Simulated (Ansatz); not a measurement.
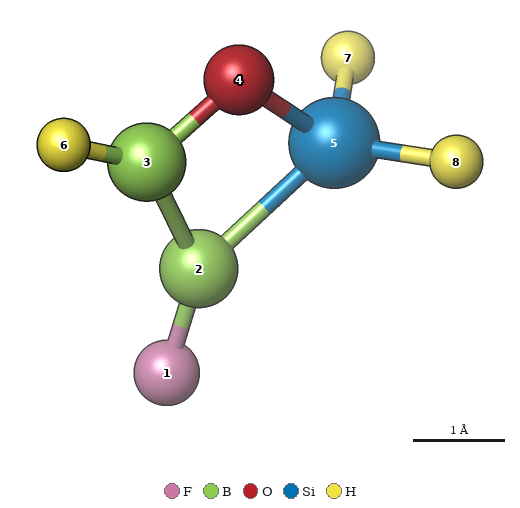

*The input geometry (ball-and-stick view, seen at a tilt; atoms are numbered from 1 in the order of the input).*

# Run report: B₂SiH₃OF, single-point calculation

B₂SiH₃OF, computed with RKS PBE0-D4/def2-TZVPP (Ansatz 0.2.0).

The geometry comes from this level: PBE0-D4/def2-TZVP.

**What the program printed**
```
Functional definition: PBE0
  name "PBE0"
  cite "Adamo & Barone, J. Chem. Phys. 110, 6158 (1999) doi:10.1063/1.478522"
  cite "Perdew, Burke & Ernzerhof, Phys. Rev. Lett. 77, 3865 (1996) doi:10.1103/PhysRevLett.77.3865"
  parent pbe
  parameter a = 0.25
  parameter kappa = 0.804
  parameter beta = 0.06672455060314922
  exchange = (1 - a)*pbe_x(kappa = kappa, mu = beta*pi^2/3) + a*exact_x
  correlation = pbe_c(beta = beta)
1113 factors; their error is unknown
mean field evaluation 1: about -14032.6162 eV, gradient 5.2e1 eV
mean field evaluation 2: about -14020.5062 eV, gradient 9.5e1 eV
mean field evaluation 4: about -14037.2621 eV, gradient 5.2e0 eV
mean field evaluation 8: about -14037.3308 eV, gradient 3.0e-1 eV
mean field evaluation 16: about -14037.3309 eV, gradient 2.0e-5 eV
mean field -14037.33094329 eV, -515.8623973212 hartree, gradient 2.0e-5 eV, S^2 0.000000; 0 other end points of the search recorded, 0 dependent functions left out
reference -14037.33097760 eV, -515.8623985823 hartree; 22, 22 occupied and 186, 186 virtual orbitals, 1113 factors
Total energy: -14037.46423296 eV, -515.8672956262 hartree
```

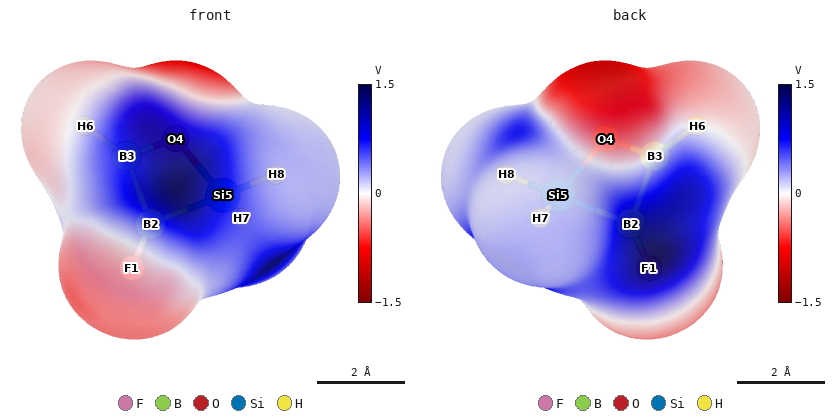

*The electrostatic potential painted on the density surface at 0.001 e/bohr³, seen at a tilt and from behind; red is negative and blue positive.*

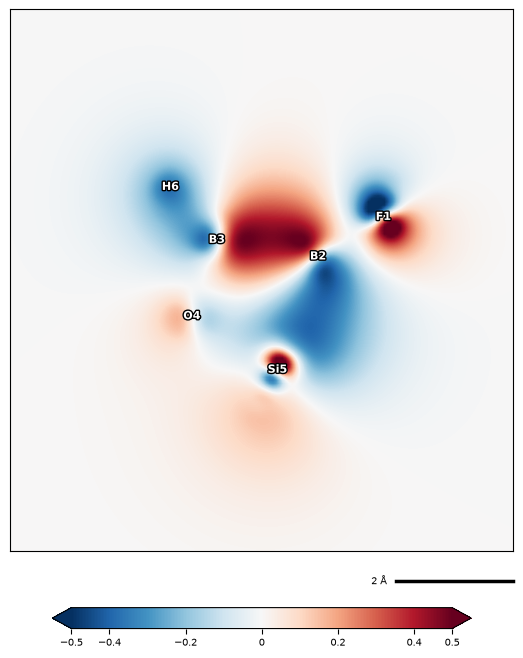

*One frontier orbital on the plane of atoms F1, B2 and B3 (values in Å⁻³ᐟ²; the overall sign is arbitrary).*

The HOMO, at −7.05 eV. By Hirshfeld shares it lies mainly on B2 (30 %), Si5 (25 %), B3 (20 %) and F1 (10 %).

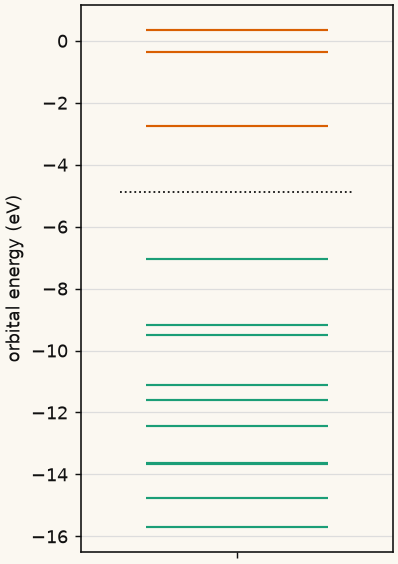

*Orbital energies near the frontier; the dotted line parts filled from empty levels, and levels within 0.02 eV of each other stand side by side.*

Highest filled −7.05 eV, lowest empty −2.74 eV, 4.31 eV apart.

This output came from the following input.

**Input**
```yaml
crystal:
  periodic: [false, false, false]
  atoms:
    - {symbol: F, position_ang: [-0.634572, -0.912059, 2.235563]}
    - {symbol: B, position_ang: [-0.229184, -0.367207, 1.119906]}
    - {symbol: B, position_ang: [0.848609, 0.890922, 0.568507]}
    - {symbol: O, position_ang: [0.644439, 0.766743, -0.775904]}
    - {symbol: Si, position_ang: [-0.499608, -0.512992, -0.897421]}
    - {symbol: H, position_ang: [1.607310, 1.712252, 0.996766]}
    - {symbol: H, position_ang: [-1.722136, -0.018941, -1.588749]}
    - {symbol: H, position_ang: [0.077344, -1.615718, -1.714568]}
basis:
  gaussian: {orbitals: def2-TZVPP}
hamiltonian: {xc: pbe0, dispersion: d4}
output: {orbitals: {seedname: orbitals}}
```

Launch command:
```bash
ansatz run in.yaml --threads 2 --pin off --events-out ev --progress --plain --max-ram 4352MiB
```

**Summary**

```tsv
quantity	value
outcome	converged
total energy	−14037.4642 eV
mean-field energy	−14037.3310 eV
dispersion energy	−0.1333 eV
SCF solution under orbital rotations	stable
HOMO	−7.05 eV
LUMO	−2.74 eV
hardware	2 threads of INTEL XEON PLATINUM @ 2.30GHz, 23 GiB of memory available, shared host
wall time	1.7 s (CPU time 3.2 s)
peak memory	0.42 GiB
```
